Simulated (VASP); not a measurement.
# NiGe: structure and properties in VASP, part 2 of 7

What structure does NiGe take at this level, and what are its properties? The atoms of the start are displaced at random from the sites of a Pnma cell.

VASP 6.6.1; RPBE, spin-polarised from a ferromagnetic start; plane waves and PAW (Ge_d, Ni).

Still holding for the runs below: The k-mesh is coarse for a metal.

So far. Step 2 (Full relaxation (RPBE)): It ends with a largest force of 0.008 eV/Å and a pressure of -0.04 GPa. The volume lies +4.8 % from that of the database's start.

**3. Second relaxation**

The basis stayed that of the start cell while the cell moved. A rerun from the cell reached resets it; the error of the finite cutoff stays.

File INCAR:

```
SYSTEM = NiGe
PREC = Accurate
ENCUT = 410
EDIFF = 1E-06
NELM = 100
ISMEAR = 0
SIGMA = 0.05
LREAL = .FALSE.
ALGO = Normal
GGA = RP
NBANDS = 63
ISPIN = 2
MAGMOM = 0 0 0 0 1 1 1 1
LMAXMIX = 4
LORBIT = 11
LWAVE = .FALSE.
LCHARG = .FALSE.
KPAR = 4
IBRION = 2
NSW = 60
ISIF = 3
EDIFFG = -0.01
```

File POSCAR:

```
NiGe
1.0
    5.4969531700      0.0000000000      0.0000000000
    0.0000000000      3.4534436400      0.0000000000
    0.0000000000      0.0000000000      5.9147967100
Ge Ni
4 4
Direct
    0.3101856780      0.2500000000      0.9150724780
    0.6898143220      0.7500000000      0.0849275220
    0.1898143220      0.7500000000      0.4150724780
    0.8101856780      0.2500000000      0.5849275220
    0.4952813530      0.2500000000      0.3103518720
    0.5047186470      0.7500000000      0.6896481280
    0.0047186470      0.7500000000      0.8103518720
    0.9952813530      0.2500000000      0.1896481280
```

File KPOINTS:

```
Automatic mesh
0
Gamma
4 7 4
0 0 0
```

PAW data sets: Ge_d and Ni (PBE family, release 64).

The cell reached was symmetrised within 0.01 Å before this step, which raises the operations from 1 to 8, which the run then keeps.

On the command line:

```
> mpirun -np 4 vasp_std
```

What it wrote:

```text
[banner, memory and clock lines left out]
running    4 mpi-ranks, on    1 nodes
 distrk:  each k-point on    1 cores,    4 groups
 distr:  one band on    1 cores,    1 groups

 POSCAR found type information on POSCAR GeNi
 POSCAR found :  2 types and       8 ions
 [... a notice as in an earlier step ...]

 LDA part: xc-table for (Slater+PW92), standard interpolation
 POSCAR, INCAR and KPOINTS ok, starting setup
 FFT: planning ... GRIDC
 FFT: planning ... GRID_SOFT
 FFT: planning ... GRID
 WAVECAR not read
 entering main loop
       N       E                     dE             d eps       ncg     rms          rms(c)
DAV:   1     0.948151692198E+03    0.94815E+03   -0.34179E+04 10964   0.352E+03
DAV:   2     0.153121448619E+03   -0.79503E+03   -0.74712E+03  9072   0.865E+02
DAV:   3    -0.291519181476E+02   -0.18227E+03   -0.17388E+03  9156   0.233E+02
DAV:   4    -0.424365913720E+02   -0.13285E+02   -0.13151E+02 10278   0.729E+01
DAV:   5    -0.427292707474E+02   -0.29268E+00   -0.29249E+00 10097   0.123E+01    0.229E+01
DAV:   6    -0.513753901682E+02   -0.86461E+01   -0.63468E+01 11149   0.844E+01    0.335E+01
DAV:   7    -0.387706551002E+02    0.12605E+02   -0.24935E+01 10116   0.570E+01    0.422E+00
DAV:   8    -0.388122950854E+02   -0.41640E-01   -0.28176E+00 11345   0.121E+01    0.331E+00
DAV:   9    -0.387360568378E+02    0.76238E-01   -0.51563E-01 11072   0.625E+00    0.703E-01
DAV:  10    -0.387390177969E+02   -0.29610E-02   -0.35554E-02 10107   0.182E+00    0.418E-01
DAV:  11    -0.387390583420E+02   -0.40545E-04   -0.30098E-03 11349   0.415E-01    0.199E-01
DAV:  12    -0.387391898220E+02   -0.13148E-03   -0.89113E-04 11630   0.266E-01    0.127E-01
DAV:  13    -0.387391976740E+02   -0.78520E-05   -0.21228E-04 10100   0.138E-01    0.490E-02
DAV:  14    -0.387391965868E+02    0.10872E-05   -0.39702E-05 11581   0.503E-02    0.120E-02
DAV:  15    -0.387391964547E+02    0.13210E-06   -0.65144E-06  8915   0.138E-02
   1 F= -.38739196E+02 E0= -.38738017E+02  d E =-.387392E+02  mag=     0.0001
 curvature:   0.00 expect dE= 0.000E+00 dE for cont linesearch  0.000E+00
 trial: gam= 0.00000 g(F)=  0.105E-04 g(S)=  0.650E-05 ort = 0.000E+00 (trialstep = 0.100E+01)
 search vector abs. value=  0.170E-04
 reached required accuracy - stopping structural energy minimisation
```

Run time: 34 s. Hardware: 4 MPI ranks of Intel Xeon 6975P-C (Granite Rapids), shared host; peak memory 1.5 GiB.

Parts of OUTCAR (step 3):

```text
  LATTYP: Found a simple orthorhombic cell.
 ALAT       =     3.4534436400
 B/A-ratio  =     1.5917309628
 C/A-ratio  =     1.7127242621

 Subroutine GETGRP returns: Found  8 space group operations
 (whereof  2 operations were pure point group operations)

The static configuration has the point symmetry S_2 .
 The point group associated with its full space group is D_2h.

 Found     36 irreducible k-points:

   k-points           NKPTS =     36   k-points in BZ     NKDIM =     36   number of bands    NBANDS=     63

   ENCUT  =  410.0 eV  30.13 Ry    5.49 a.u.   9.08  5.70  9.77*2*pi/ulx,y,z

   NELECT =      96.0000    total number of electrons

 E-fermi :   8.4011

 spin component 1
 k-point     1 :       0.0000    0.0000    0.0000
  band No.  band energies     occupation
    ...
     44       6.8421      1.00000
     45       6.8631      1.00000
     46       7.4161      1.00000
     47       7.5921      1.00000
     48       7.9721      1.00000
     49       8.9377      0.00000
     50       9.1262      0.00000
     51      12.4911      0.00000
     52      12.5507      0.00000
     53      12.8309      0.00000
    ...

 k-point     2 :       0.2500    0.0000    0.0000
  band No.  band energies     occupation
    ...
     43       6.8601      1.00000
     44       6.8628      1.00000
     45       6.9066      1.00000
     46       7.1792      1.00000
     47       7.8055      1.00000
     48       8.6928      0.00000
     49       9.6688      0.00000
     50      10.4440      0.00000
     51      11.6070      0.00000
     52      11.7979      0.00000
    ...

 k-point     3 :       0.5000    0.0000    0.0000
  band No.  band energies     occupation
    ...
     42       6.5581      1.00000
     43       6.8967      1.00000
     44       6.8967      1.00000
     45       6.9594      1.00000
     46       6.9594      1.00000
     47       9.0093      0.00000
     48       9.0093      0.00000
     49      10.1392      0.00000
     50      10.1392      0.00000
     51      11.4212      0.00000
    ...

 k-point     4 :       0.0000    0.1429    0.0000
  band No.  band energies     occupation
    ...
     44       6.9265      1.00000
     45       7.2009      1.00000
     46       7.3757      1.00000
     47       7.4674      1.00000
     48       7.6690      1.00000
     49       9.1345      0.00000
     50       9.3276      0.00000
     51      10.4145      0.00000
     52      10.9066      0.00000
     53      11.8866      0.00000
    ...

  Total       -0.0234803     -0.0160356     -0.0163977      0.0000000      0.0000000      0.0000000
  in kB       -0.3350427     -0.2288135     -0.2339809      0.0000000      0.0000000      0.0000000
  external PRESSURE =      -0.2659457 kB  Pullay stress =       0.0000000 kB

  energy-cutoff  :      410.00
  volume of cell :      112.28
      direct lattice vectors                 reciprocal lattice vectors
     5.496953170  0.000000000  0.000000000     0.181918959  0.000000000  0.000000000
     0.000000000  3.453443640  0.000000000     0.000000000  0.289566040  0.000000000
     0.000000000  0.000000000  5.914796710     0.000000000  0.000000000  0.169067518

 POSITION                                       TOTAL-FORCE (eV/Angst)
 -----------------------------------------------------------------------------------
      1.70508      0.86336      5.41247        -0.005986      0.000000      0.001421
      3.79188      2.59008      0.50233         0.005986      0.000000     -0.001421
      1.04340      2.59008      2.45507         0.005986      0.000000      0.001421
      4.45355      0.86336      3.45973        -0.005986      0.000000     -0.001421
      2.72254      0.86336      1.83567        -0.002254     -0.000000      0.003357
      2.77441      2.59008      4.07913         0.002254     -0.000000     -0.003357
      0.02594      2.59008      4.79307         0.002254     -0.000000      0.003357
      5.47101      0.86336      1.12173        -0.002254      0.000000     -0.003357
 -----------------------------------------------------------------------------------
    total drift:                                0.000000      0.000000     -0.000000

  FREE ENERGIE OF THE ION-ELECTRON SYSTEM (eV)
  ---------------------------------------------------
  free  energy   TOTEN  =       -38.7391964547 eV

  energy  without entropy=      -38.7368373368  energy(sigma->0) =      -38.73801690

 total charge
# of ion       s       p       d       tot
------------------------------------------
    1        1.145   1.147  10.070  12.363
    2        1.145   1.147  10.070  12.363
    3        1.145   1.147  10.070  12.363
    4        1.145   1.147  10.070  12.363
    5        0.436   0.486   8.419   9.342
    6        0.436   0.486   8.419   9.342
    7        0.436   0.486   8.419   9.342
    8        0.436   0.486   8.419   9.342
--------------------------------------------------
tot          6.327   6.534  73.956  86.818

 magnetization (x)
# of ion       s       p       d       tot
------------------------------------------
    1        0.000   0.000   0.000   0.000
    2        0.000   0.000   0.000   0.000
    3        0.000   0.000   0.000   0.000
    4        0.000   0.000   0.000   0.000
    5       -0.000   0.000  -0.000  -0.000
    6       -0.000   0.000  -0.000  -0.000
    7       -0.000   0.000  -0.000  -0.000
    8       -0.000   0.000  -0.000  -0.000
--------------------------------------------------
tot          0.000   0.000  -0.000  -0.000

[... 2 parts as in an earlier step ...]

[... 11 further parts left out ...]
```

CONTCAR:

```
NiGe
   1.00000000000000
     5.4969531700000003    0.0000000000000000    0.0000000000000000
     0.0000000000000000    3.4534436400000001    0.0000000000000000
     0.0000000000000000    0.0000000000000000    5.9147967100000001
  Ge              Ni
     4     4
Direct
     0.3101856780000034    0.2500000000000000    0.9150724779999990
     0.6898143219999966    0.7500000000000000    0.0849275220000010
     0.1898143219999966    0.7500000000000000    0.4150724779999990
     0.8101856780000034    0.2500000000000000    0.5849275220000010
     0.4952813530000029    0.2500000000000000    0.3103518719999983
     0.5047186469999971    0.7500000000000000    0.6896481280000017
     0.0047186469999971    0.7500000000000000    0.8103518719999983
     0.9952813530000029    0.2500000000000000    0.1896481280000017
```

The run keeps the 8 symmetry operations of its start, so it cannot find a distortion of lower symmetry.

Little changed from the start: no atom moved by 0.005 Å and no cell edge by 0.1 %.

This step gave:

```yaml
irreducible_k_points: 36
symmetry_operations: 8
free_energy_toten: -38.74 eV
energy_at_zero_smearing: -38.74 eV
fermi_energy: 8.401 eV
pressure: -0.02659 GPa
scf_cycles_over_all_ionic_steps: 15
```

It ends with a largest force of 0.006 eV/Å and a pressure of -0.03 GPa. The volume moved by under 0.01 %: the run met its threshold at the first step.

**4. Density, ELF and potential (RPBE)**

The relaxed cell gets a fresh self-consistent run, on a basis set for its own volume, to fix the density and to check the remaining stress.

INCAR: that of step 3 with these lines changed.

```diff
@@ -16,7 +16,5 @@
 LWAVE = .FALSE.
-LCHARG = .FALSE.
-KPAR = 4
-IBRION = 2
-NSW = 60
-ISIF = 3
-EDIFFG = -0.01
+LCHARG = .TRUE.
+ISIF = 2
+LELF = .TRUE.
+LVHAR = .TRUE.
```

POSCAR is that of step 3.

KPOINTS is that of step 3.

On the command line:

```
> mpirun -np 4 vasp_std
```

What it wrote:

```text
[banner, memory and clock lines left out]
running    4 mpi-ranks, on    1 nodes
 distrk:  each k-point on    4 cores,    1 groups
 distr:  one band on    1 cores,    4 groups

 POSCAR found type information on POSCAR GeNi
 POSCAR found :  2 types and       8 ions
 [... a notice as in an earlier step ...]

 LDA part: xc-table for (Slater+PW92), standard interpolation
|                                                                             |
|           W    W    AA    RRRRR   N    N  II  N    N   GGGG   !!!           |
|           W    W   A  A   R    R  NN   N  II  NN   N  G    G  !!!           |
|           W    W  A    A  R    R  N N  N  II  N N  N  G       !!!           |
|           W WW W  AAAAAA  RRRRR   N  N N  II  N  N N  G  GGG   !            |
|           WW  WW  A    A  R   R   N   NN  II  N   NN  G    G                |
|           W    W  A    A  R    R  N    N  II  N    N   GGGG   !!!           |
|                                                                             |
|     The number of bands has been changed from the values supplied in        |
|     The orbitals not found in the WAVECAR file will be initialized with     |
|     random numbers, which is usually adequate. For correlated               |
|     calculations, however, you should redo the groundstate calculation.     |
|     I found NBANDS = 63. Now, NBANDS = 64.                                  |
|                                                                             |

 POSCAR, INCAR and KPOINTS ok, starting setup
 FFT: planning ... GRIDC
 FFT: planning ... GRID_SOFT
 FFT: planning ... GRID
 WAVECAR not read
 entering main loop
       N       E                     dE             d eps       ncg     rms          rms(c)
DAV:   1     0.951112042601E+03    0.95111E+03   -0.34044E+04 11344   0.347E+03
DAV:   2     0.153454417718E+03   -0.79766E+03   -0.74666E+03  9216   0.863E+02
DAV:   3    -0.291724249648E+02   -0.18263E+03   -0.17453E+03  9352   0.231E+02
DAV:   4    -0.424428109838E+02   -0.13270E+02   -0.13159E+02 10488   0.718E+01
DAV:   5    -0.427294427012E+02   -0.28663E+00   -0.28651E+00 10176   0.121E+01    0.229E+01
DAV:   6    -0.513963263991E+02   -0.86669E+01   -0.60790E+01 11432   0.831E+01    0.335E+01
DAV:   7    -0.387779664377E+02    0.12618E+02   -0.24218E+01 10296   0.561E+01    0.419E+00
DAV:   8    -0.388111075410E+02   -0.33141E-01   -0.26361E+00 11680   0.119E+01    0.329E+00
DAV:   9    -0.387362096273E+02    0.74898E-01   -0.50413E-01 11200   0.611E+00    0.698E-01
DAV:  10    -0.387390374337E+02   -0.28278E-02   -0.34688E-02 10336   0.179E+00    0.418E-01
DAV:  11    -0.387390592678E+02   -0.21834E-04   -0.30379E-03 11024   0.413E-01    0.195E-01
DAV:  12    -0.387391913367E+02   -0.13207E-03   -0.84970E-04 11944   0.257E-01    0.125E-01
DAV:  13    -0.387391969031E+02   -0.55663E-05   -0.21361E-04 10224   0.137E-01    0.475E-02
DAV:  14    -0.387391965371E+02    0.36593E-06   -0.37436E-05 11744   0.484E-02    0.117E-02
DAV:  15    -0.387391964718E+02    0.65369E-07   -0.63075E-06  9184   0.136E-02
   1 F= -.38739196E+02 E0= -.38738017E+02  d E =-.235907E-02  mag=     0.0001
```

It took 36 s on 4 MPI ranks; peak memory 0.77 GiB.

From OUTCAR (step 4):

```text
 Found     36 irreducible k-points:

   k-points           NKPTS =     36   k-points in BZ     NKDIM =     36   number of bands    NBANDS=     64

   NELECT =      96.0000    total number of electrons

 E-fermi :   8.4011

 k-point     3 :       0.5000    0.0000    0.0000
  band No.  band energies     occupation
    ...
     42       6.5581      1.00000
     43       6.8968      1.00000
     44       6.8968      1.00000
     45       6.9594      1.00000
     46       6.9594      1.00000
     47       9.0093      0.00000
     48       9.0093      0.00000
     49      10.1392      0.00000
     50      10.1392      0.00000
     51      11.4213      0.00000
    ...

 k-point     5 :       0.2500    0.1429    0.0000
  band No.  band energies     occupation
    ...
     44       6.9454      1.00000
     45       7.1714      1.00000
     46       7.2220      1.00000
     47       7.6968      1.00000
     48       7.8744      1.00000
     49       9.6742      0.00000
     50      10.1829      0.00000
     51      10.7340      0.00000
     52      11.0926      0.00000
     53      11.4605      0.00000
    ...

 k-point     6 :       0.5000    0.1429    0.0000
  band No.  band energies     occupation
    ...
     42       6.5815      1.00000
     43       6.9082      1.00000
     44       6.9082      1.00000
     45       7.0842      1.00000
     46       7.0842      1.00000
     47       8.6130      0.00000
     48       8.6130      0.00000
     49       9.2110      0.00000
     50       9.2110      0.00000
     51      11.5010      0.00000
    ...

 spin component 2
 k-point     1 :       0.0000    0.0000    0.0000
  band No.  band energies     occupation
    ...
     44       6.8420      1.00000
     45       6.8631      1.00000
     46       7.4161      1.00000
     47       7.5920      1.00000
     48       7.9722      1.00000
     49       8.9377      0.00000
     50       9.1262      0.00000
     51      12.4912      0.00000
     52      12.5508      0.00000
     53      12.8310      0.00000
    ...

  Total       -0.0308741     -0.0234760     -0.0237336      0.0000000      0.0000000      0.0000000
  in kB       -0.4405453     -0.3349814     -0.3386564      0.0000000      0.0000000      0.0000000
  external PRESSURE =      -0.3713944 kB  Pullay stress =       0.0000000 kB

 POSITION                                       TOTAL-FORCE (eV/Angst)
 -----------------------------------------------------------------------------------
      1.70508      0.86336      5.41247        -0.005972     -0.000000      0.001424
      3.79188      2.59008      0.50233         0.005972      0.000000     -0.001424
      1.04340      2.59008      2.45507         0.005972      0.000000      0.001424
      4.45355      0.86336      3.45973        -0.005972      0.000000     -0.001424
      2.72254      0.86336      1.83567        -0.002249     -0.000000      0.003344
      2.77441      2.59008      4.07913         0.002249     -0.000000     -0.003344
      0.02594      2.59008      4.79307         0.002249      0.000000      0.003344
      5.47101      0.86336      1.12173        -0.002249      0.000000     -0.003344
 -----------------------------------------------------------------------------------
    total drift:                                0.000000      0.000000     -0.000000

  FREE ENERGIE OF THE ION-ELECTRON SYSTEM (eV)
  ---------------------------------------------------
  free  energy   TOTEN  =       -38.7391964718 eV

  energy  without entropy=      -38.7368374059  energy(sigma->0) =      -38.73801694

[... 15 parts as in an earlier step ...]

[... 4 further parts left out ...]
```

With spin, VASP writes an ELF for each channel.

Numbers from this step:

```yaml
scf_cycles: 15
bands: 64
pressure: -0.03714 GPa
```

Valence electrons inside each PAW sphere by angular momentum. Sphere charges, by row:

| atom | s (e) | p (e) | d (e) | tot (e) |
| --- | --- | --- | --- | --- |
| Ge1 | 1.145 | 1.147 | 10.07 | 12.36 |
| Ge2 | 1.145 | 1.147 | 10.07 | 12.36 |
| Ge3 | 1.145 | 1.147 | 10.07 | 12.36 |
| Ge4 | 1.145 | 1.147 | 10.07 | 12.36 |
| Ni5 | 0.436 | 0.486 | 8.419 | 9.342 |
| Ni6 | 0.436 | 0.486 | 8.419 | 9.342 |
| Ni7 | 0.436 | 0.486 | 8.419 | 9.342 |
| Ni8 | 0.436 | 0.486 | 8.419 | 9.342 |

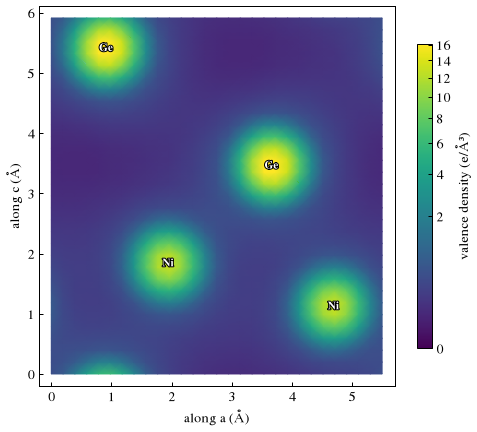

Valence density in the ac plane at fractional y = 0.250, with atoms of Ge and Ni within 0.2 Å of it. It is the smooth field of the valence electrons, not physical close to the nuclei. The map starts off the cell's origin, so that atoms lie inside it. The colour scale is stretched toward low values.

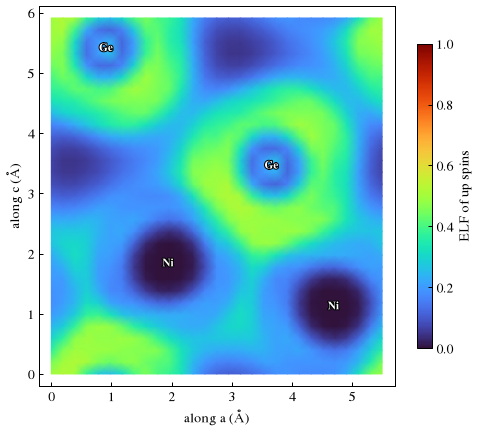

ELF of up spins in the ac plane at fractional y = 0.250, with atoms of Ge and Ni within 0.2 Å of it. It is the smooth field of the valence electrons, not physical close to the nuclei. The map starts off the cell's origin, so that atoms lie inside it.

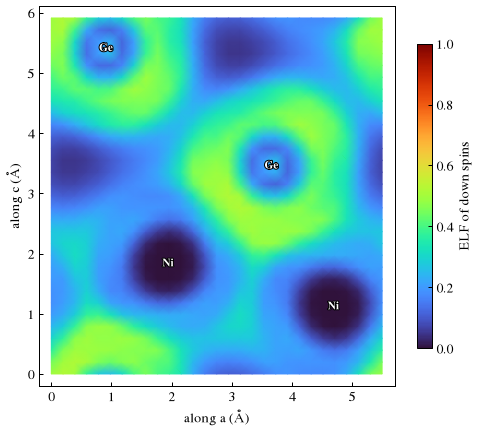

ELF of down spins in the ac plane at fractional y = 0.250, with atoms of Ge and Ni within 0.2 Å of it. It is the smooth field of the valence electrons, not physical close to the nuclei. The map starts off the cell's origin, so that atoms lie inside it.

In this run the pressure is -0.04 GPa, small enough to go on.

[end of part 2 of 7]

[Lines on the potential files, build, host, timing and source positions are cut from VASP's logs without a mark.]

[Logs are printed without paths, hosts, clocks, repeated set-up lines and the standing remarks that a program may print on its own settings, such as how far it seeks lower states.]

[Hosts, paths, dates, database ids (printed as entryN), source tags and the programs' standing remarks are cut or masked in the printed files.]

[A measured line is paired with the nearest computed mode of its activity, which favours agreement.]

[In band tables of VASP the shares of atoms and orbitals are scaled to a sum of 1 inside the atoms' spheres.]
